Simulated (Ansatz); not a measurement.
Dissociation curve of SiH (cation, charge +1), singlet.

- RKS-PBE = restricted PBE/def2-TZVP run with Ansatz (a program for electronic structure)
- RKS-BLYP = Ansatz with restricted BLYP/def2-TZVP
- UCCSD(T) = CCSD(T) on UHF/def2-TZVP, frozen core (Ansatz)
- UKS-BLYP = unrestricted BLYP/def2-TZVP (Ansatz)
- UKS-PBE = unrestricted PBE/def2-TZVP in Ansatz
- FCI = Ansatz with full CI/def2-TZVP, frozen core

Cost and accuracy over the 22 points of the scan, with FCI as yardstick. Costs are rough ratios of core time within Ansatz on shared cores, each with its mean field (Kohn-Sham runs search longer for lower solutions than correlated ones do); the miss is the largest error against full CI of the curve after the mean shift, in kJ/mol.

**Question.** Which is the cheapest of these levels that stays within 12 kJ/mol of FCI?

**Answer.** UCCSD(T).

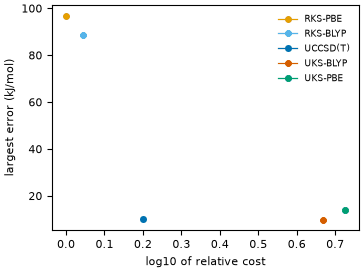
Figure: Miss against cost, one point a level.

```csv
level,relative cost,largest error
RKS-PBE,1,96.9
RKS-BLYP,1,88.6
UCCSD(T),2,10.0
UKS-BLYP,5,9.9
UKS-PBE,5,13.8
```

Costs within a factor of two of each other count as equal.

The restricted form behind RKS-PBE, RKS-BLYP keeps the bonding electrons paired and can't separate into open-shell fragments. The unrestricted determinant behind UCCSD(T) is spin-contaminated at 1.22 to 1.76, 2.04 to 6.10 Å (<S²> up to 1.0, against 0.00 for a pure singlet). The unrestricted determinant behind UKS-BLYP is spin-contaminated at 2.51 to 6.10 Å (<S²> up to 1.0, against 0.00 for a pure singlet). The unrestricted determinant behind UKS-PBE is spin-contaminated at 2.72 to 6.10 Å (<S²> up to 1.0, against 0.00 for a pure singlet).
